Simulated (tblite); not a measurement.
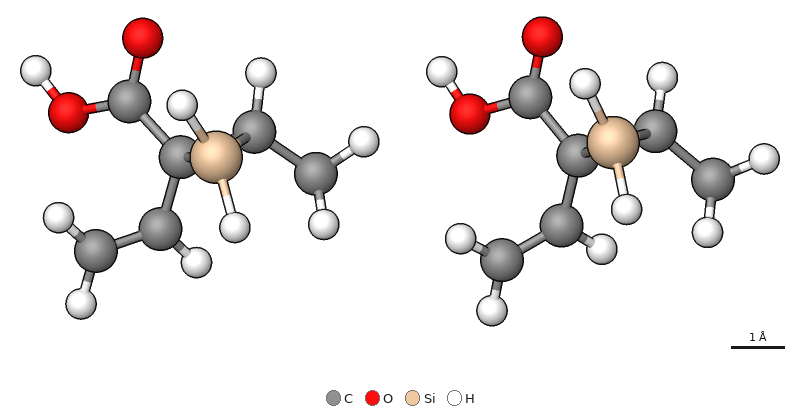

Two geometries of C$_{6}$H$_{10}$O$_{2}$Si, drawn at one scale. One is the start of a relaxation, the other its converged end. A ball-and-stick model, seen face on.

All numbers below come from tblite 0.8.0, GFN2-xTB geometry optimisation, gas phase. 

### Which of the two is the end point?

The right one is the relaxed one. The largest move after the best rigid fit is that of an H atom, 0.44 Å. By element the largest moves are H 0.44 Å, Si 0.30 Å, C 0.27 Å, O 0.21 Å. Among the contacts that change: C–Si 1.855 → 1.951 Å, C–O 1.283 → 1.217 Å, H–O 1.034 → 0.969 Å, C–C 1.483 → 1.544 Å. Bond angles that change, for instance: C–C–Si 119.3° → 106.4°, C–O–H 119.7° → 108.8°, C–C–Si 112.8° → 122.3°. After 81 geometry steps the energy has fallen by 1.008 eV. Cost: 0.64 s on 1 thread of Arm Neoverse V1, with other jobs on the host.
